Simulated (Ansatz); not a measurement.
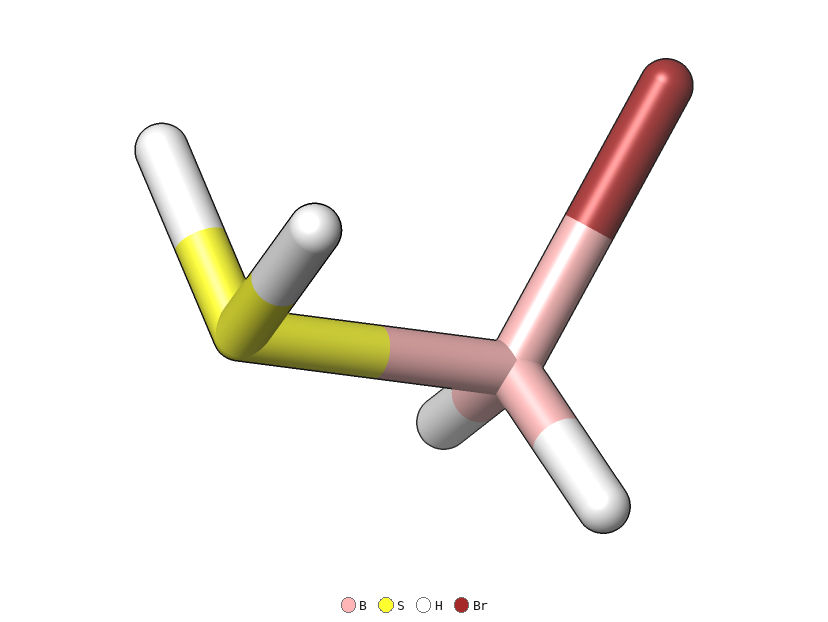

A stick model of a molecule.

Computed geometry: PBE0-D4/def2-TZVP optimisation.

Describe the molecule.

It has 7 atoms: 1 boron, 1 bromine, 4 hydrogen and 1 sulfur (BBrH4S). This geometry has Cs symmetry. Coordination: 1 B tetrahedral; 1 S trigonal pyramidal.

The parts below concern this one geometry. Atoms keep their numbers from picture to picture.

Dipole moment

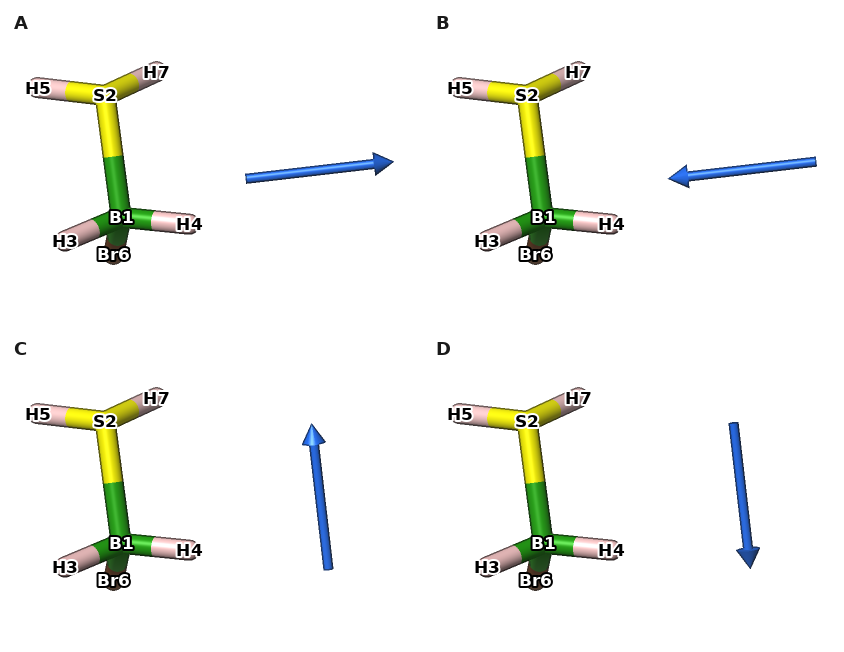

The same molecule four times, each with an arrow. Level of theory: RKS PBE0-D4/def2-TZVP (Ansatz 0.2.0).

Question: Which arrow points along the dipole moment, from the negative to the positive end?

Answer: C. The dipole moment is 4.49 D; it points from the side of Br6 to the side of S2, H5, H7 (the outermost atoms at the two ends).

Electronic properties

Method: CCSD(T)/CBS estimate, frozen core: MP2 correlation extrapolated from def2-TZVPP and def2-QZVPP, CCSD(T) minus MP2 from the smaller set (Ansatz 0.2.0).

Question: Estimate the T1 diagnostic.

Answer: 0.009.

Thermal motion

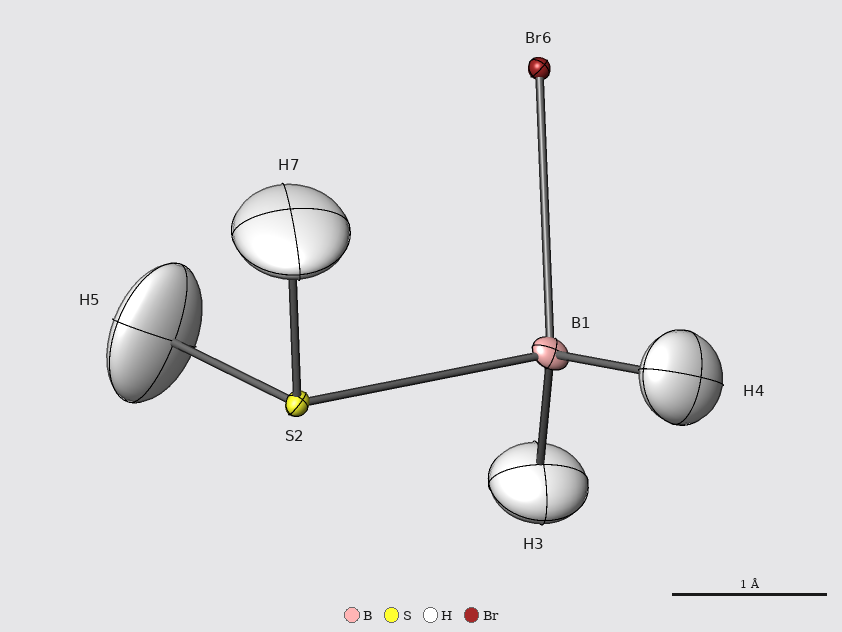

Displacement ellipsoids at the 50 % level, enlarged 1.5 times, from the internal vibrations of the free molecule (harmonic, no overall translation or rotation; no half-axis is drawn under 0.075 Å). Vibrations computed with RKS PBE0-D4/def2-TZVP (Ansatz 0.2.0). Temperature: 0 K (zero-point motion alone).

Question: Which atom moves most?

Answer: H5, H7, with U_eq = 0.0253 Å².

Question: Does H5 move more along its bond or across it?

Answer: Across it: the root-mean-square amplitude is 0.079 Å along the bond and up to 0.206 Å across, since bending and torsion are softer than stretching.

Give the displacement parameters, one line for each set of equivalent atoms.

```json
{"atom": "B1", "U_eq (Å²)": "0.0022", "rms amplitudes (Å)": "0.032, 0.048, 0.057"}
{"atom": "S2", "U_eq (Å²)": "0.00069", "rms amplitudes (Å)": "0.010, 0.014, 0.042"}
{"atom": "H3, H4", "U_eq (Å²)": "0.0149", "rms amplitudes (Å)": "0.084, 0.133, 0.142"}
{"atom": "H5, H7", "U_eq (Å²)": "0.0253", "rms amplitudes (Å)": "0.079, 0.165, 0.206"}
{"atom": "Br6", "U_eq (Å²)": "0.00013", "rms amplitudes (Å)": "0.003, 0.005, 0.019"}
```
